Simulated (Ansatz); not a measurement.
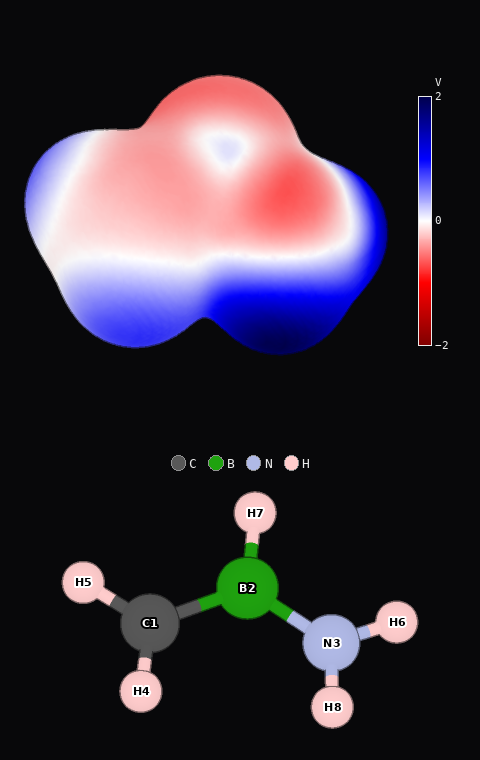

Figure 1: CH5BN (SMILES [CH2]BN) (doublet). The electrostatic potential painted on the density surface at 0.002 e/bohr³, seen at a tilt; red is negative and blue positive. The bare structure is drawn below in the same view.

Geometry: PBE0-D3(BJ)/pcseg-1.

These are results of isolated molecule in a Gaussian basis; Kohn-Sham density functional theory, functional PBE0 in Ansatz 0.2.0, not measurements.

```yaml
atoms:
  - { symbol: C, position_ang: [-0.2733, 0.4618, 0.5951] }
  - { symbol: B, position_ang: [-0.9161, 1.6483, -0.1323] }
  - { symbol: N, position_ang: [-1.9148, 1.4431, -1.0940] }
  - { symbol: H, position_ang: [-0.5512, -0.5803, 0.4085] }
  - { symbol: H, position_ang: [0.5063, 0.5848, 1.3488] }
  - { symbol: H, position_ang: [-2.3606, 2.1998, -1.5931] }
  - { symbol: H, position_ang: [-0.5888, 2.7851, 0.0950] }
  - { symbol: H, position_ang: [-2.2580, 0.5276, -1.3550] }
```

### Where is the surface potential most negative and most positive?

The most negative region (about −0.7 V, or −16 kcal/mol for a unit charge) lies over N3, the most positive (about +2.0 V, or +46 kcal/mol for a unit charge) over H6 and H8.

### How polar is the molecule by this calculation?

Its dipole moment is 1.60 D.
